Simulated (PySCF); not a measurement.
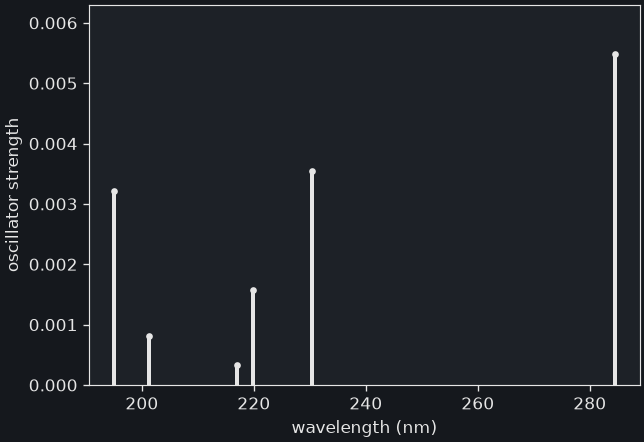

Vertical TDDFT excitations, PBE0/def2-SVPD with PySCF, at a GFN2-xTB geometry (no frequency check), gas phase. The lowest 6 singlet states are shown.

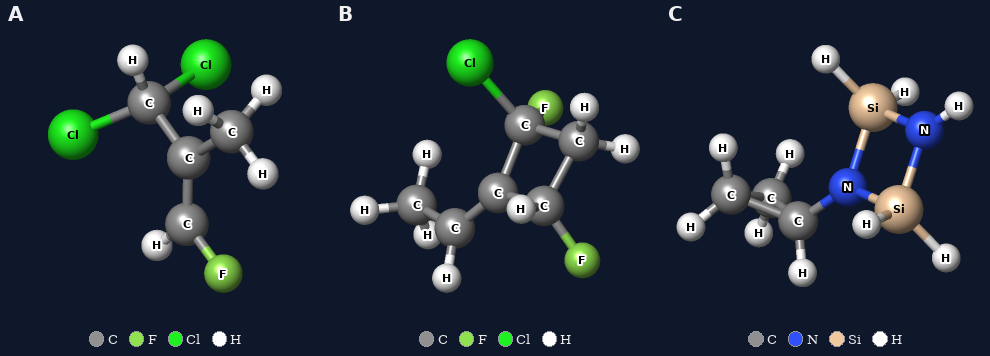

Whose absorption spectrum is this? The candidates are drawn in the second picture.

Answer. Structure C, C₃H₁₀N₂Si₂, SMILES C1CC1N1[SiH2]N[SiH2]1. Its lowest singlet lies at 4.36 eV (f = 0.005) and the brightest of those computed is S1 at 4.36 eV (284 nm), f = 0.005, mainly HOMO → LUMO (99 %).

Known limits of this run: states above the negative HOMO energy depend on the basis; the tight-binding geometry is rougher than a DFT one and adds to the error; one conformer of a flexible molecule; core orbitals are frozen in the response.
